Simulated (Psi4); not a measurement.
**GaH2F (SMILES [H][Ga]([H])[F]) at PBE/pcseg-2 (sweep point 10)**

Aim: the vertical electron affinity of GaH2F at PBE/pcseg-2 (sweep point 10), from 2 runs. 

The calculation is run with Psi4 1.11.

3 further runs of the same task are left out: 2 that didn't finish, 1 set aside as unsound or not needed.

## 1. The structure to begin with

GaH2F has 4 atoms, charge 0, and is taken as a singlet. SMILES: `[H][Ga]([H])[F]`. Geometry: a GFN2-xTB relaxation, a rough one for these elements and not checked as a minimum.

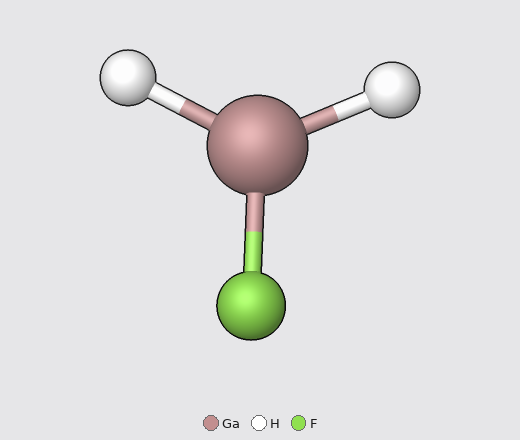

Viewed from a chosen angle; gallium pink, hydrogen white, fluorine green.

## 2. The energy at PBE/pcseg-2 (sweep point 10)

The input, fgah2.dat:

```
memory 1600 MB

molecule {
  0 1
  Ga     0.09681067     0.16111805     0.00149288
  H      2.99880639    -0.11330798     0.02621050
  H     -1.50699989     2.59569001    -0.03586700
  F     -1.58863606    -2.64350008     0.00814472
  units bohr
  symmetry c1
}

set reference rks
set puream true
set scf_type pk
set dft_radial_points 99
set dft_spherical_points 590

result, w = energy('pbe/pcseg-2', return_wfn=True)
```

Launch:

```
$ psi4 fgah2.dat fgah2.out -n 1
```

fgah2.out:

```text
[...]
  Running in c1 symmetry.
[...]
  Nuclear repulsion =  110.158828920347531
[...]
  Multiplicity = 1
[...]
  Nalpha       = 21
  Nbeta        = 21
[...]
    Number of basis functions: 101
[...]
   @RKS iter   1: -2024.17640234905116   -1.76644e+00   2.16240e-02 ADIIS/DIIS
[...]
   @RKS iter   9: -2025.62263498512493   -1.01044e-07   4.96968e-07 DIIS
[...]
    Orbital Energies [Eh]
    ---------------------
    Doubly Occupied:
       1A   -370.842824     2A    -45.274475     3A    -40.114053
       4A    -40.108847     5A    -40.108832     6A    -24.209435
       7A     -5.278863     8A     -3.613842     9A     -3.601437
      10A     -3.599672    11A     -1.034728    12A     -0.749203
      13A     -0.745780    14A     -0.743493    15A     -0.739682
      16A     -0.735058    17A     -0.434461    18A     -0.340621
      19A     -0.338227    20A     -0.334288    21A     -0.276809
[...]
  @RKS Final Energy: -2025.62263498512493
   => Energetics <=
    Nuclear Repulsion Energy =            110.1588289203475313
    One-Electron Energy =               -3044.8844301117414943
    Two-Electron Energy =                 995.0083182126260226
    DFT Exchange-Correlation Energy =     -85.9053520063566793
    Empirical Dispersion Energy =           0.0000000000000000
    VV10 Nonlocal Energy =                  0.0000000000000000
    Total Energy =                      -2025.6226349851249324
[...]
 Multipole Moments:
 ------------------------------------------------------------------------------------
     Multipole            Electronic (a.u.)      Nuclear  (a.u.)        Total (a.u.)
 ------------------------------------------------------------------------------------
 L = 1.  Multiply by 2.5417464519 to convert [e a0] to [Debye]
 Dipole X            :         -0.0799633            0.4712635            0.3913002
 Dipole Y            :         -0.1330185            0.7841600            0.6511415
 Dipole Z            :          0.0058893           -0.0058401            0.0000492
 Magnitude           :                                                    0.7596717
[...]
```

It took 13 s on 1 thread of Intel Xeon Platinum 8375C at 2.90GHz (Ice Lake), shared host; peak memory 0.77 GiB.

## 3. The doublet anion

The input, calc.dat:

```
memory 1600 MB

molecule {
  -1 2
  Ga     0.09681067     0.16111805     0.00149288
  H      2.99880639    -0.11330798     0.02621050
  H     -1.50699989     2.59569001    -0.03586700
  F     -1.58863606    -2.64350008     0.00814472
  units bohr
  symmetry c1
}

set reference uks
set puream true
set scf_type pk
set dft_radial_points 99
set dft_spherical_points 590
set maxiter 150

energy("pbe/pcseg-2")
print_variables()
```

Launch:

```
$ psi4 -n 1 calc.dat calc.out
```

calc.out:

```text
[...]
  Running in c1 symmetry.
[...]
  Nuclear repulsion =  110.158828920347531
[...]
  Multiplicity = 2
[...]
  Nalpha       = 22
  Nbeta        = 21
[...]
    Number of basis functions: 101
[...]
   @UKS iter   1: -2023.75400193070982   -1.34403e+00   2.30108e-02 DIIS/ADIIS
[...]
   @UKS iter   9: -2025.62121922982283   -1.74946e-07   8.06583e-07 DIIS
[...]
   @S^2 Observed:                7.521932979E-01
[...]
    Orbital Energies [Eh]
    ---------------------
    Alpha Occupied:
       1A   -370.600789     2A    -45.032896     3A    -39.871196
       4A    -39.868079     5A    -39.867858     6A    -23.996406
       7A     -5.036826     8A     -3.366953     9A     -3.361630
      10A     -3.360314    11A     -0.826069    12A     -0.505254
      13A     -0.502539    14A     -0.502183    15A     -0.500425
      16A     -0.498094    17A     -0.219407    18A     -0.134697
      19A     -0.128390    20A     -0.127720    21A     -0.066398
      22A      0.090476
    Alpha Virtual:
      23A      0.149555    24A      0.182655    25A      0.190935
[...]
  @UKS Final Energy: -2025.62121922982283
   => Energetics <=
    Nuclear Repulsion Energy =            110.1588289203475313
    One-Electron Energy =               -3054.5869141414873411
    Two-Electron Energy =                1004.8898694238973803
    DFT Exchange-Correlation Energy =     -86.0830034325802274
    Empirical Dispersion Energy =           0.0000000000000000
    VV10 Nonlocal Energy =                  0.0000000000000000
    Total Energy =                      -2025.6212192298228274
[...]
 Multipole Moments:
 ------------------------------------------------------------------------------------
     Multipole            Electronic (a.u.)      Nuclear  (a.u.)        Total (a.u.)
 ------------------------------------------------------------------------------------
 L = 1.  Multiply by 2.5417464519 to convert [e a0] to [Debye]
 Dipole X            :         -0.5486278            0.4712635           -0.0773642
 Dipole Y            :         -0.9130903            0.7841600           -0.1289303
 Dipole Z            :          0.0044394           -0.0058401           -0.0014007
 Magnitude           :                                                    0.1503669
[...]
```

It took 17 s on 1 thread of Intel Xeon Platinum 8375C at 2.90GHz (Ice Lake), shared host; peak memory 0.77 GiB.

## 4. Results

Level: PBE/pcseg-2 (sweep point 10).

| quantity | value |
| --- | --- |
| singlet GaH2F: total energy | -2025.62263 Eh |
| singlet GaH2F: dipole moment | 1.93 D |
| singlet GaH2F: HOMO energy | -7.53 eV |
| singlet GaH2F: LUMO energy | -2.42 eV |
| singlet GaH2F: HOMO–LUMO gap | 5.11 eV |
| doublet anion: total energy | -2025.62122 Eh |
| doublet anion: HOMO energy (highest over α and β) | 2.46 eV |
| doublet anion: LUMO energy (lowest over α and β) | 3.49 eV |
| doublet anion: ⟨S²⟩ | 0.752 |
| vertical electron affinity (to the doublet anion) | -0.039 eV |

What this shows: The anion lies 0.04 eV (3.7 kJ/mol) above the neutral: the electron isn't bound at this level, and such a value depends on the basis. Without diffuse functions anions come out too high. The HOMO (doublet anion) lies at positive energy, 2.46 eV, as semi-local functionals often give for anions; only total energies tell whether the electron is bound.
